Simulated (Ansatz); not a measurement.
# PH3F+ (SMILES F[PH3+]): levels of theory compared

We compute a comparison of 6 runs (B2PLYP/STO-3G, BLYP/STO-3G, UB3LYP/STO-3G, wB97M-V/STO-3G, CCSDT(Q)/STO-3G, CCSDT/STO-3G) of PH3F+. 

The calculation is run with Ansatz 0.2.0.

3 further runs of the same task are left out: 1 that didn't finish, 2 set aside as unsound or not needed.

### Step 1. The system as given

PH3F+: 5 atoms, total charge +1, spin state singlet. SMILES: `F[PH3+]`. The H5–P2 distance was set to 2.074 Å, away from the relaxed value. At this shape a bond of the SMILES string is far longer than usual.

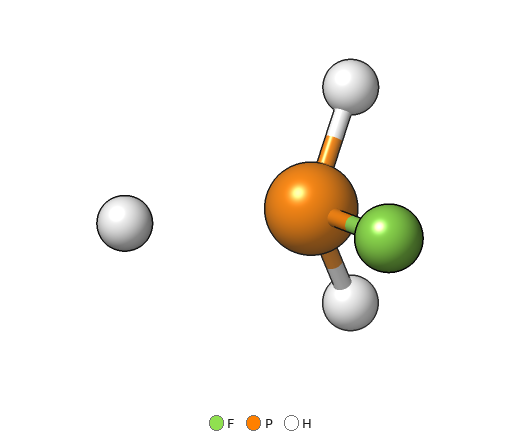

Viewed from a chosen angle; fluorine green, phosphorus orange, hydrogen white.

### Step 2. A single-point energy at B2PLYP/STO-3G (run 1)

The input, job.yaml:

```yaml
crystal:
  periodic: [false, false, false]
  atoms:
    - {symbol: F, position_ang: [-1.663471, -0.365196, 0.240351]}
    - {symbol: P, position_ang: [-0.175391, -0.637976, -0.131429]}
    - {symbol: H, position_ang: [-0.259801, -1.044216, -1.450119]}
    - {symbol: H, position_ang: [0.188149, -1.623886, 0.767381]}
    - {symbol: H, position_ang: [0.718590, 1.208890, 0.170830]}
basis:
  gaussian: {orbitals: STO-3G}
total_charge: 1
hamiltonian: {xc: {name: B2PLYP}}
correlation: {frozen_orbitals: {F: 1, H: 0, P: 5}}
accuracy: high
```

Command:

```console
$ ansatz run job.yaml --threads 1 --pin off --max-ram 2610MiB --events-out events.jsonl --progress --plain --runs-dir runs
```

Output:

```text
Warning: RAYON_NUM_THREADS=1 ignored (pool sized by the plan → 1); use --threads N
Functional definition: B2PLYP
  name "B2PLYP"
  parameter a = 0.53
  parameter c = 0.27
  exchange = (1 - a)*b88_x + a*exact_x
  correlation = (1 - c)*lyp_c + c*(mp2_os + mp2_ss)
290 factors; integrals over basis functions are off by at most 4.0e-8 eV
mean field evaluation 1: about -11888.0674 eV, gradient 2.7e1 eV
mean field evaluation 2: about -11888.0540 eV, gradient 2.7e1 eV
mean field evaluation 4: about -11891.5665 eV, gradient 3.4e0 eV
mean field evaluation 8: about -11891.6447 eV, gradient 2.1e-1 eV
mean field evaluation 16: about -11891.6452 eV, gradient 9.9e-7 eV
mean field -11891.64517442 eV, -437.0098997135 hartree, gradient 9.3e-8 eV, S^2 0.000000; 0 other end points of the search recorded, 0 dependent functions left out; unrestricted orbitals would lower it
6 core orbitals not correlated: weight in the atoms' cores, before any rotation towards them, 1.000 or more for the frozen orbitals, at most 0.000 for the correlated occupied ones
reference -11891.64519046 eV, -437.0099003029 hartree; 7, 7 occupied and 4, 4 virtual orbitals, 290 factors
second order -3.18233618 eV of doubles, -0.00000000 eV of singles
Total energy: -11892.50442123 eV, -437.0414764512 hartree
```

Run time: 0.7 s. Hardware: 1 thread of Intel Xeon Platinum 8559C (Emerald Rapids), shared host; peak memory 0.11 GiB.

### Step 3. The energy at BLYP/STO-3G (run 2)

The input, run.yaml:

```yaml
crystal:
  periodic: [false, false, false]
  atoms:
    - {symbol: F, position_ang: [-1.663471, -0.365196, 0.240351]}
    - {symbol: P, position_ang: [-0.175391, -0.637976, -0.131429]}
    - {symbol: H, position_ang: [-0.259801, -1.044216, -1.450119]}
    - {symbol: H, position_ang: [0.188149, -1.623886, 0.767381]}
    - {symbol: H, position_ang: [0.718590, 1.208890, 0.170830]}
basis:
  gaussian:
    orbitals: STO-3G
accuracy: high
hamiltonian:
  xc: {name: BLYP}
total_charge: 1
```

Command:

```console
$ ansatz run run.yaml --threads 1 --pin off --max-ram 2610MiB --events-out events.jsonl --progress --plain --runs-dir runs
```

Output:

```text
Warning: RAYON_NUM_THREADS=1 ignored (pool sized by the plan → 1); use --threads N
Functional definition: BLYP
  name "BLYP"
  parameter beta = 0.0042
  parameter a = 0.04918
  parameter b = 0.132
  parameter c = 0.2533
  parameter d = 0.349
  exchange = b88_x(beta = beta)
  correlation = lyp_c(a = a, b = b, c = c, d = d)
290 factors; integrals over basis functions are off by at most 4.0e-8 eV
mean field evaluation 1: about -11893.7947 eV, gradient 3.1e1 eV
mean field evaluation 2: about -11795.3333 eV, gradient 1.7e2 eV
mean field evaluation 4: about -11895.5356 eV, gradient 2.4e1 eV
mean field evaluation 8: about -11898.2692 eV, gradient 2.7e-2 eV
mean field evaluation 16: about -11898.2131 eV, gradient 5.3e-6 eV
mean field -11898.21305629 eV, -437.2512649201 hartree, gradient 8.7e-9 eV, S^2 0.000000; 0 other end points of the search recorded, 0 dependent functions left out
reference -11898.21308984 eV, -437.2512661533 hartree; 13, 13 occupied and 4, 4 virtual orbitals, 290 factors
Total energy: -11898.21308984 eV, -437.2512661533 hartree
```

It took 0.54 s on 1 thread of Intel Xeon Platinum 8559C (Emerald Rapids), shared host.

Runs 3 to 5 aren't shown in full; the table further down has their settings and results.

### Step 4. The energy at CCSDT/STO-3G (run 6)

The input, molecule.yaml:

```yaml
crystal:
  periodic: [false, false, false]
  atoms:
    - {symbol: F, position_ang: [-1.663471, -0.365196, 0.240351]}
    - {symbol: P, position_ang: [-0.175391, -0.637976, -0.131429]}
    - {symbol: H, position_ang: [-0.259801, -1.044216, -1.450119]}
    - {symbol: H, position_ang: [0.188149, -1.623886, 0.767381]}
    - {symbol: H, position_ang: [0.718590, 1.208890, 0.170830]}
basis:
  gaussian:
    orbitals: STO-3G
total_charge: 1
correlation:
  method: ccsdt
  frozen_orbitals: {F: 1, H: 0, P: 5}
accuracy: high
scf:
  omitted_lower_state_checks: [cluster_reference, increment]
```

Command:

```console
$ ansatz run molecule.yaml --threads 1 --pin off --max-ram 2610MiB --events-out events.jsonl --progress --plain --runs-dir runs
```

Output:

```text
Warning: RAYON_NUM_THREADS=1 ignored (pool sized by the plan → 1); use --threads N
[... 11 lines left out ...]
6 core orbitals not correlated: weight in the atoms' cores, before any rotation towards them, 1.000 or more for the frozen orbitals, at most 0.000 for the correlated occupied ones
[... 31 lines left out ...]
Total energy: -11876.42190609 eV, -436.4504549210 hartree
Checks for a lower state left out: cluster_reference, increment
```

It took 0.16 s on 1 thread of Intel Xeon Platinum 8559C (Emerald Rapids), shared host.

### Step 5. The series

```csv
run,level,frozen core orbitals,energy (Eh),wall time
1,B2PLYP/STO-3G,6,-437.041476,0.7 s
2,BLYP/STO-3G,–,-437.251266,0.54 s
3,UB3LYP/STO-3G,–,-437.307717,0.92 s
4,wB97M-V/STO-3G,–,-437.333582,6.3 s
5,CCSDT(Q)/STO-3G,6,-436.450761,0.18 s
6,CCSDT/STO-3G,6,-436.450455,0.16 s
```

### Step 6. Results

| quantity | value |
| --- | --- |
| run 6: total energy | -436.45045 Eh |
| run 6: correlation energy (6 core orbitals frozen) | -127.8 mEh |
| run 6: T1 diagnostic | 0.023 |

Totals of different functionals can't be ranked against each other. In runs 1, 5, 6 the log says that unrestricted orbitals would lower the reference, so the values rest on an unstable closed-shell determinant (other closed-shell runs at this shape may share the fault). In runs 1, 2, 3, 4, 5, 6 the basis is minimal, so the values are rough. All runs together took 8.8 s, the longest 6.3 s.
